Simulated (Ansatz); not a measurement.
# ZrO2 (SMILES [O]=[Zr]=[O]): MP2/def2-TZVP (core potential)

What is the energy change on altering one bond length of ZrO2 at MP2/def2-TZVP (core potential)? 

The results are computed with Ansatz 0.2.0.

2 further runs of the same task are left out: 2 set aside as unsound or not needed.

### Step 1. The system as given

ZrO2 has 3 atoms, charge 0, and is taken as a singlet. As SMILES, `[O]=[Zr]=[O]`. Geometry: relaxed at PBE0-D4/def2-TZVP.

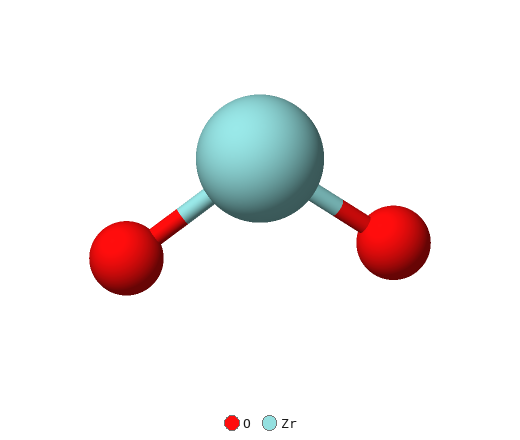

The structure, seen from a chosen angle (oxygen red, zirconium light teal).

### Step 2. The energy at MP2/def2-TZVP (core potential)

The input, job.yaml:

```yaml
crystal:
  periodic: [false, false, false]
  atoms:
    - {symbol: O, position_ang: [0.654500, 1.252500, 0.388400]}
    - {symbol: Zr, position_ang: [0.348500, -0.481700, 0.351800]}
    - {symbol: O, position_ang: [-1.003000, -0.770800, -0.740100]}
basis:
  gaussian:
    orbitals: def2-TZVP
accuracy: high
correlation:
  method: mp2
  frozen_orbitals: {O: 1, Zr: 0}
```

Run with:

```sh
$ ansatz run job.yaml --threads 1 --pin off --max-ram 3480MiB --events-out events.jsonl --progress --plain --runs-dir runs
```

Standard output:

```text
Warning: RAYON_NUM_THREADS=1 ignored (pool sized by the plan → 1); use --threads N
Functional definition: HF
  name "HF"
  exchange = exact_x
  correlation = 0
1687 factors; integrals over basis functions are off by at most 3.4e-9 eV
mean field evaluation 1: about -5327.8509 eV, gradient 8.5e1 eV
mean field evaluation 2: about -5327.8566 eV, gradient 8.5e1 eV
mean field evaluation 4: about -5342.1317 eV, gradient 6.5e0 eV
mean field evaluation 8: about -5342.3005 eV, gradient 2.8e-1 eV
mean field evaluation 16: about -5334.6974 eV, gradient 1.1e1 eV
mean field evaluation 32: about -5342.3016 eV, gradient 1.1e-1 eV
mean field -5342.30177470 eV, -196.3259690780 hartree, gradient 2.6e-8 eV, S^2 0.000000; 0 other end points of the search recorded, 0 dependent functions left out
2 core orbitals not correlated: weight in the atoms' cores, before any rotation towards them, 1.000 or more for the frozen orbitals, at most 0.000 for the correlated occupied ones
reference -5342.30177470 eV, -196.3259690780 hartree; 12, 12 occupied and 88, 88 virtual orbitals, 1687 factors
second order -22.33759940 eV of doubles, -0.00000000 eV of singles
Total energy: -5364.63937410 eV, -197.1468607148 hartree
```

It took 3.9 s on 1 thread of Intel Xeon Platinum 8488C (Sapphire Rapids), shared host; peak memory 0.25 GiB.

### Step 3. The distorted shape, same level

The input, input.yaml:

```yaml
crystal:
  periodic: [false, false, false]
  atoms:
    - {symbol: O, position_ang: [0.700404, 1.512654, 0.393891]}
    - {symbol: Zr, position_ang: [0.348500, -0.481700, 0.351800]}
    - {symbol: O, position_ang: [-1.003000, -0.770800, -0.740100]}
basis:
  gaussian:
    orbitals: def2-TZVP
correlation:
  method: mp2
  frozen_orbitals: {O: 1, Zr: 0}
accuracy: high
```

Run with:

```sh
$ ansatz run input.yaml --threads 1 --pin off --max-ram 3480MiB --events-out events.jsonl --progress --plain --runs-dir runs
```

Standard output, shortened:

```text
Warning: RAYON_NUM_THREADS=1 ignored (pool sized by the plan → 1); use --threads N
[... 2 set-up lines as earlier in the session ...]
[...]
1674 factors; integrals over basis functions are off by at most 7.6e-9 eV
[...]
mean field -5341.03924553 eV, -196.2795719868 hartree, gradient 2.1e-8 eV, S^2 0.000000; 0 other end points of the search recorded, 0 dependent functions left out; unrestricted orbitals would lower it
2 core orbitals not correlated: weight in the atoms' cores, before any rotation towards them, 1.000 or more for the frozen orbitals, at most 0.000 for the correlated occupied ones
reference -5341.03924553 eV, -196.2795719868 hartree; 12, 12 occupied and 88, 88 virtual orbitals, 1674 factors
second order -22.96759138 eV of doubles, -0.00000000 eV of singles
Total energy: -5364.00683691 eV, -197.1236154020 hartree
```

Run time: 4.2 s. Hardware: 1 thread of Intel Xeon Platinum 8488C (Sapphire Rapids), shared host; peak memory 0.24 GiB.

### Step 4. Results

Level: MP2/def2-TZVP (core potential), 2 core orbitals frozen.

```
                                                          quantity          value
                                         first shape: total energy  -197.14686 Eh
          first shape: correlation energy (2 core orbitals frozen)     -820.9 mEh
                                     distorted shape: total energy  -197.12362 Eh
      distorted shape: correlation energy (2 core orbitals frozen)     -844.0 mEh
energy change with the O1–Zr2 bond stretched from 1.761 to 2.026 Å       0.633 eV
```

What this shows: With the O1–Zr2 bond stretched from 1.761 to 2.026 Å the energy rises by 0.63 eV (61.0 kJ/mol). The first shape isn't relaxed at this level, so the change isn't measured from a minimum. The restricted solution (distorted shape) is unstable to spin breaking: an unrestricted one lies lower.
